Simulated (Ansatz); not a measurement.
**UPBE/6-311+G(d,p) run of SiHCl2O (SMILES [O][SiH](Cl)Cl)**

What is the energy change on altering one bond length of SiHCl2O at UPBE/6-311+G**? 

Program for the calculation: Ansatz 0.2.0.

45 further runs of the same task are left out: 45 set aside as unsound or not needed.

### 1 Starting point

The species is SiHCl2O (5 atoms), meant as a doublet with charge 0. SMILES: `[O][SiH](Cl)Cl`. The coordinates come from a PBE0-D4/def2-TZVP relaxation.

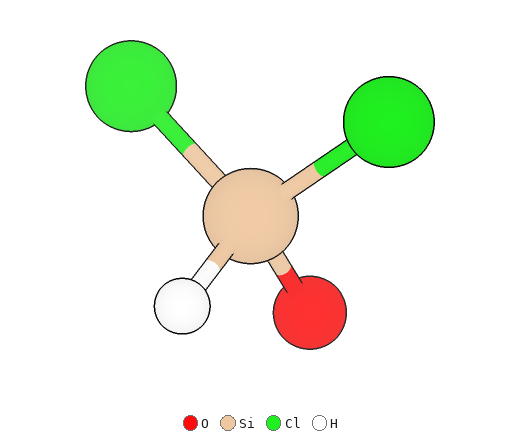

The structure, seen from a chosen angle (oxygen red, silicon light orange, chlorine green, hydrogen white).

### 2 A single-point energy at UPBE/6-311+G(d,p)

Input file run.yaml:

```yaml
crystal:
  periodic: [false, false, false]
  atoms:
    - {symbol: O, position_ang: [0.092100, -0.719000, 1.517100]}
    - {symbol: Si, position_ang: [0.084300, -0.040000, 0.014900]}
    - {symbol: Cl, position_ang: [-0.523700, 1.894600, 0.060800]}
    - {symbol: Cl, position_ang: [-1.112100, -1.056100, -1.269800]}
    - {symbol: H, position_ang: [1.509200, -0.153100, -0.364300]}
basis:
  gaussian:
    orbitals: 6-311+G_st__st_-spherical.json
magnetization:
  spin_polarized: true
  initial_magnetization: 1
hamiltonian:
  xc: pbe
accuracy: high
output: {orbitals: {seedname: orbitals}}
```

The basis set 6-311+G** is read from a file made from the Basis Set Exchange's data (not shown).

Started as:

```bash
$ ansatz run run.yaml --threads 1 --pin off --max-ram 3480MiB --events-out events.jsonl --progress --plain --runs-dir runs
```

Log:

```text
Warning: RAYON_NUM_THREADS=1 ignored (pool sized by the plan → 1); use --threads N
Functional definition: PBE
  name "PBE"
  parameter kappa = 0.804
  parameter beta = 0.06672455060314922
  exchange = pbe_x(kappa = kappa, mu = beta*pi^2/3)
  correlation = pbe_c(beta = beta)
1999 factors; integrals over basis functions are off by at most 8.4e-9 eV
mean field evaluation 1: about -34957.1413 eV, gradient 5.7e1 eV
mean field evaluation 2: about -34698.5044 eV, gradient 1.4e2 eV
mean field evaluation 4: about -34969.3030 eV, gradient 2.3e1 eV
mean field evaluation 8: about -34972.3762 eV, gradient 9.7e-1 eV
mean field evaluation 16: about -34972.4711 eV, gradient 2.5e-1 eV
mean field evaluation 32: about -34967.7676 eV, gradient 2.3e1 eV
mean field evaluation 64: about -34972.4242 eV, gradient 2.6e0 eV
mean field -34972.48211290 eV, -1285.2150124493 hartree, gradient 2.5e-8 eV, S^2 0.752776; 6 other end points of the search recorded, 0 dependent functions left out
reference -34972.48211892 eV, -1285.2150126707 hartree; 29, 28 occupied and 89, 90 virtual orbitals, 1999 factors
Total energy: -34972.48211892 eV, -1285.2150126707 hartree
```

Run time: 15 s. Hardware: 1 thread of AMD EPYC 9R45 (Zen 5), shared host; peak memory 0.41 GiB.

### 3 The distorted shape

Input file job.yaml:

```yaml
basis:
  gaussian:
    orbitals: 6-311+G_st__st_-spherical.json
crystal:
  periodic: [false, false, false]
  atoms:
    - {symbol: O, position_ang: [0.396095, -1.686285, 1.494150]}
    - {symbol: Si, position_ang: [0.388295, -1.007285, -0.008050]}
    - {symbol: Cl, position_ang: [-0.523700, 1.894600, 0.060800]}
    - {symbol: Cl, position_ang: [-0.808105, -2.023385, -1.292750]}
    - {symbol: H, position_ang: [1.813195, -1.120385, -0.387250]}
magnetization:
  spin_polarized: true
  initial_magnetization: 1
hamiltonian:
  xc: {name: PBE}
accuracy: high
output: {orbitals: {seedname: orbitals}}
```

The basis set 6-311+G** is read from a file made from the Basis Set Exchange's data (not shown).

Started as:

```bash
$ ansatz run job.yaml --threads 1 --pin off --max-ram 3480MiB --events-out events.jsonl --progress --plain --runs-dir runs
```

Log (excerpt; [...] marks lines left out):

```text
Warning: RAYON_NUM_THREADS=1 ignored (pool sized by the plan → 1); use --threads N
Functional definition: PBE
  name "PBE"
[...]
1961 factors; integrals over basis functions are off by at most 3.8e-8 eV
[...]
mean field -34970.47812703 eV, -1285.1413673271 hartree, gradient 7.0e-8 eV, S^2 0.755542; 8 other end points of the search recorded, 0 dependent functions left out
reference -34970.47813422 eV, -1285.1413675913 hartree; 29, 28 occupied and 89, 90 virtual orbitals, 1961 factors
Total energy: -34970.47813422 eV, -1285.1413675913 hartree
```

Run time: 29 s. Hardware: 1 thread of AMD EPYC 9R45 (Zen 5), shared host; peak memory 0.4 GiB.

### 4 Outcome

Level: UPBE/6-311+G**.

```
                                                           quantity           value
                                          first shape: total energy  -1285.21501 Eh
                    first shape: HOMO energy (highest over α and β)        -7.86 eV
                     first shape: LUMO energy (lowest over α and β)        -7.33 eV
                                                  first shape: ⟨S²⟩           0.753
                                      distorted shape: total energy  -1285.14137 Eh
                distorted shape: HOMO energy (highest over α and β)        -7.64 eV
                 distorted shape: LUMO energy (lowest over α and β)        -7.61 eV
                                              distorted shape: ⟨S²⟩           0.756
energy change with the Si2–Cl3 bond stretched from 2.028 to 3.043 Å        2.004 eV
```

**Reading.** With the Si2–Cl3 bond stretched from 2.028 to 3.043 Å the energy rises by 2.00 eV (193 kJ/mol). The first shape isn't relaxed at this level, so the change isn't measured from a minimum.
